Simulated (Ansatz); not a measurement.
# C2H10AsNSi: basis-set convergence

Aim: see how fast density functionals converge with the basis set for C2H10AsNSi.

Method: one geometry, several basis sets; program: Ansatz 0.2.0, Gaussian basis.

Plan: PBE0-D4/def2-SVP; ωB97M-V/def2-SVP; PBE0-D4/def2-QZVPP; ωB97M-V/def2-QZVPP; the functionals' def2-TZVPP values are taken from earlier runs.

## (1) The relaxed structure

An earlier PBE0-D4 in a triple-zeta def2 set relaxation fixed the geometry.

SMILES `CN(C)[AsH][SiH3]`, 15 atoms, charge 0, spin multiplicity 1.

Atoms are counted from 1 here; the program's logs count them from 0.

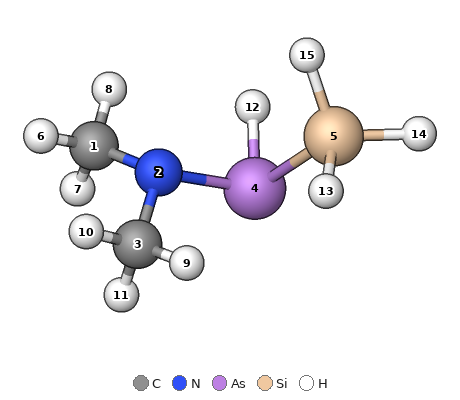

The structure; carbon grey, nitrogen blue, arsenic purple, silicon light orange, hydrogen white; atoms are numbered from 1 in the order of the file.

As a file:

```mol
C2H10AsNSi
  3D, bonds by distance, orders not assigned

 15 14  0  0  0  0  0  0  0  0999 V2000
   -1.5349   -0.0214    1.2264 C   0  0
   -0.3134    0.1696    0.4749 N   0  0
    0.7400    0.7123    1.3091 C   0  0
    0.2751   -1.4189   -0.3751 As  0  0
    0.9777   -0.2452   -2.3136 Si  0  0
   -1.8374    0.9358    1.6644 H   0  0
   -1.4415   -0.7489    2.0515 H   0  0
   -2.3369   -0.3554    0.5652 H   0  0
    1.6505    0.8629    0.7234 H   0  0
    0.4278    1.6902    1.6896 H   0  0
    0.9920    0.0778    2.1758 H   0  0
   -1.0752   -1.7247   -1.0173 H   0  0
    2.1036    0.6445   -1.9228 H   0  0
    1.4713   -1.2048   -3.3395 H   0  0
   -0.1204    0.5754   -2.8829 H   0  0
  1  2  8  0
  2  3  8  0
  2  4  8  0
  4  5  8  0
  1  6  8  0
  1  7  8  0
  1  8  8  0
  3  9  8  0
  3 10  8  0
  3 11  8  0
  4 12  8  0
  5 13  8  0
  5 14  8  0
  5 15  8  0
M  END
```

## (2) PBE0-D4 in def2-SVP

The input, in.yaml:

```yaml
crystal:
  periodic: [false, false, false]
  atoms:
    - {symbol: C, position_ang: [-1.534886, -0.021423, 1.226403]}
    - {symbol: N, position_ang: [-0.313404, 0.169620, 0.474941]}
    - {symbol: C, position_ang: [0.740012, 0.712273, 1.309088]}
    - {symbol: As, position_ang: [0.275140, -1.418921, -0.375103]}
    - {symbol: Si, position_ang: [0.977741, -0.245202, -2.313556]}
    - {symbol: H, position_ang: [-1.837439, 0.935822, 1.664442]}
    - {symbol: H, position_ang: [-1.441522, -0.748913, 2.051498]}
    - {symbol: H, position_ang: [-2.336945, -0.355379, 0.565191]}
    - {symbol: H, position_ang: [1.650455, 0.862936, 0.723416]}
    - {symbol: H, position_ang: [0.427849, 1.690235, 1.689581]}
    - {symbol: H, position_ang: [0.991952, 0.077837, 2.175805]}
    - {symbol: H, position_ang: [-1.075212, -1.724725, -1.017332]}
    - {symbol: H, position_ang: [2.103619, 0.644529, -1.922813]}
    - {symbol: H, position_ang: [1.471289, -1.204767, -3.339478]}
    - {symbol: H, position_ang: [-0.120448, 0.575378, -2.882882]}
basis:
  gaussian: {orbitals: def2-SVP}
hamiltonian: {xc: pbe0, dispersion: d4}
output: {orbitals: {seedname: orbitals}}
```

On the command line:

```console
$ ansatz run in.yaml --threads 4 --pin off --events-out ev --progress --plain --max-ram 11315MiB
```

What it wrote:

```text
Functional definition: PBE0
  name "PBE0"
  cite "Adamo & Barone, J. Chem. Phys. 110, 6158 (1999) doi:10.1063/1.478522"
  cite "Perdew, Burke & Ernzerhof, Phys. Rev. Lett. 77, 3865 (1996) doi:10.1103/PhysRevLett.77.3865"
  parent pbe
  parameter a = 0.25
  parameter kappa = 0.804
  parameter beta = 0.06672455060314922
  exchange = (1 - a)*pbe_x(kappa = kappa, mu = beta*pi^2/3) + a*exact_x
  correlation = pbe_c(beta = beta)
1431 factors; integrals over basis functions are off by at most 1.4e-3 eV
mean field evaluation 1: about -72411.5750 eV, gradient 4.9e1 eV
mean field evaluation 2: about -72403.5625 eV, gradient 7.5e1 eV
mean field evaluation 4: about -72417.4004 eV, gradient 3.4e0 eV
mean field evaluation 8: about -72417.5872 eV, gradient 1.7e-1 eV
mean field evaluation 16: about -72417.5873 eV, gradient 5.8e-5 eV
mean field -72417.58727643 eV, -2661.2972460053 hartree, gradient 1.7e-5 eV, S^2 0.000000; 0 other end points of the search recorded, 0 dependent functions left out
reference -72417.58730601 eV, -2661.2972470920 hartree; 38, 38 occupied and 104, 104 virtual orbitals, 1431 factors
Total energy: -72417.91103172 eV, -2661.3091437927 hartree
```

Run time: 1.1 s. Hardware: 4 threads of AMD EPYC 9R45, shared host; peak memory 0.41 GiB.

## (3) ωB97M-V in def2-SVP

in.yaml, as its differences from that of step 2:

```diff
@@ -20,3 +20,3 @@
   gaussian: {orbitals: def2-SVP}
-hamiltonian: {xc: pbe0, dispersion: d4}
+hamiltonian: {xc: {name: wB97M-V}}
 output: {orbitals: {seedname: orbitals}}
```

Launched as before.

What it wrote, cut to the lines that bear on the results:

```text
Functional definition: wB97M-V
  name "wB97M-V"
  cite "Mardirossian & Head-Gordon, J. Chem. Phys. 144, 214110 (2016) doi:10.1063/1.4952647"
  cite "Becke, J. Chem. Phys. 107, 8554 (1997) doi:10.1063/1.475007"
  cite "Vydrov & Van Voorhis, J. Chem. Phys. 133, 244103 (2010) doi:10.1063/1.3521275"
  # Of w^i u^j: cxij and so on, Table III.
[...]
  gx(w, u) = 1 - cx + cx01*u + cx10*w
  gss(w, u) = css00 + css04*u^4 + css10*w + css20*w^2 + css43*w^4*u^3
  gos(w, u) = cos00 + cos10*w + (cos20 + cos21*u)*w^2 + (cos60 + cos61*u)*w^6
[...]
      + integral(e_c_pw_mod_opposite_spin*gos(b97_w_opposite, b97_u_opposite)) + vv10(b, c)
1431 factors; integrals over basis functions are off by at most 1.4e-3 eV
439 factors; integrals over basis functions are off by at most 6.6e-6 eV
[...]
mean field -72426.32297863 eV, -2661.6182771398 hartree, gradient 3.3e-5 eV, S^2 0.000000; 0 other end points of the search recorded, 0 dependent functions left out
reference -72426.32302786 eV, -2661.6182789488 hartree; 38, 38 occupied and 104, 104 virtual orbitals, 1431 factors
Total energy: -72426.32302786 eV, -2661.6182789488 hartree
```

Wall time 3.5 s (4 threads of AMD EPYC 9R45, shared host); peak memory 0.58 GiB.

## (4) PBE0-D4 in def2-QZVPP

in.yaml, as its differences from that of step 3:

```diff
@@ -19,4 +19,4 @@
 basis:
-  gaussian: {orbitals: def2-SVP}
-hamiltonian: {xc: {name: wB97M-V}}
+  gaussian: {orbitals: "def2-QZVPP.json"}
+hamiltonian: {xc: pbe0, dispersion: d4}
 output: {orbitals: {seedname: orbitals}}
```

Same command.

What it wrote:

```text
Functional definition: PBE0
  name "PBE0"
  cite "Adamo & Barone, J. Chem. Phys. 110, 6158 (1999) doi:10.1063/1.478522"
  cite "Perdew, Burke & Ernzerhof, Phys. Rev. Lett. 77, 3865 (1996) doi:10.1103/PhysRevLett.77.3865"
  parent pbe
  parameter a = 0.25
  parameter kappa = 0.804
  parameter beta = 0.06672455060314922
  exchange = (1 - a)*pbe_x(kappa = kappa, mu = beta*pi^2/3) + a*exact_x
  correlation = pbe_c(beta = beta)
2094 factors; their error is unknown
mean field evaluation 1: about -72423.9213 eV, gradient 6.6e1 eV
mean field evaluation 2: about -72401.1048 eV, gradient 1.2e2 eV
mean field evaluation 4: about -72433.5630 eV, gradient 7.2e0 eV
mean field evaluation 8: about -72433.6528 eV, gradient 1.7e-1 eV
mean field evaluation 16: about -72433.7945 eV, gradient 3.1e-4 eV
mean field -72433.79446467 eV, -2661.8928491872 hartree, gradient 8.2e-5 eV, S^2 0.000000; 0 other end points of the search recorded, 0 dependent functions left out
reference -72433.79451235 eV, -2661.8928509396 hartree; 38, 38 occupied and 592, 592 virtual orbitals, 2094 factors
Total energy: -72434.11823807 eV, -2661.9047476403 hartree
```

It took 9.5 s on 4 threads of AMD EPYC 9R45, shared host; peak memory 3.1 GiB.

## (5) ωB97M-V in def2-QZVPP

in.yaml, as its differences from that of step 4:

```diff
@@ -20,3 +20,3 @@
   gaussian: {orbitals: "def2-QZVPP.json"}
-hamiltonian: {xc: pbe0, dispersion: d4}
+hamiltonian: {xc: {name: wB97M-V}}
 output: {orbitals: {seedname: orbitals}}
```

Same command.

What it wrote, cut to the lines that bear on the results:

```text
Functional definition: wB97M-V
  name "wB97M-V"
  cite "Mardirossian & Head-Gordon, J. Chem. Phys. 144, 214110 (2016) doi:10.1063/1.4952647"
  cite "Becke, J. Chem. Phys. 107, 8554 (1997) doi:10.1063/1.475007"
  cite "Vydrov & Van Voorhis, J. Chem. Phys. 133, 244103 (2010) doi:10.1063/1.3521275"
  # Of w^i u^j: cxij and so on, Table III.
[...]
  gx(w, u) = 1 - cx + cx01*u + cx10*w
  gss(w, u) = css00 + css04*u^4 + css10*w + css20*w^2 + css43*w^4*u^3
  gos(w, u) = cos00 + cos10*w + (cos20 + cos21*u)*w^2 + (cos60 + cos61*u)*w^6
[...]
      + integral(e_c_pw_mod_opposite_spin*gos(b97_w_opposite, b97_u_opposite)) + vv10(b, c)
2037 factors; their error is unknown
521 factors; integrals over basis functions are off by at most 8.8e-6 eV
[...]
mean field -72442.72443520 eV, -2662.2210195513 hartree, gradient 6.9e-5 eV, S^2 0.000000; 0 other end points of the search recorded, 0 dependent functions left out
reference -72442.72451123 eV, -2662.2210223455 hartree; 38, 38 occupied and 592, 592 virtual orbitals, 2037 factors
Total energy: -72442.72451123 eV, -2662.2210223455 hartree
```

Run time: 17 s. Hardware: 4 threads of AMD EPYC 9R45, shared host; peak memory 3.7 GiB.

## (6) Density functionals: the series

The def2-TZVPP values come from earlier runs at the same geometry.

| functional | basis | functions | energy (eV) | from the largest (eV) | HOMO (eV) | LUMO (eV) |
| --- | --- | --- | --- | --- | --- | --- |
| PBE0-D4 | def2-SVP | 142 | -72417.9110 | 16.207 | -5.88 | -0.04 |
| PBE0-D4 | def2-TZVPP | 323 | -72432.3172 | 1.801 | -5.98 | -0.28 |
| PBE0-D4 | def2-QZVPP | 630 | -72434.1182 | 0.000 | -6.02 | -0.39 |
| ωB97M-V | def2-SVP | 142 | -72426.3230 | 16.401 | -8.02 | 1.91 |
| ωB97M-V | def2-TZVPP | 323 | -72440.9782 | 1.746 | -8.13 | 1.55 |
| ωB97M-V | def2-QZVPP | 630 | -72442.7245 | 0.000 | -8.17 | 1.27 |

## (7) Results

| quantity | value |
| --- | --- |
| PBE0-D4: double and triple zeta above quadruple | 16.21, 1.80 eV |
| ωB97M-V: double and triple zeta above quadruple | 16.40, 1.75 eV |

PBE0-D4 gains 14.41 eV from double to triple zeta, then 1.80 eV more. These are total energies; as a rule much of such shifts cancels in differences, which this series doesn't test. The LUMO of ωB97M-V is positive and keeps falling with the basis (1.91 to 1.27 eV): an unbound level that the basis holds in place.

For PBE0-D4 the largest set took about 9 times as long as the smallest (9.5 s against 1.1 s).
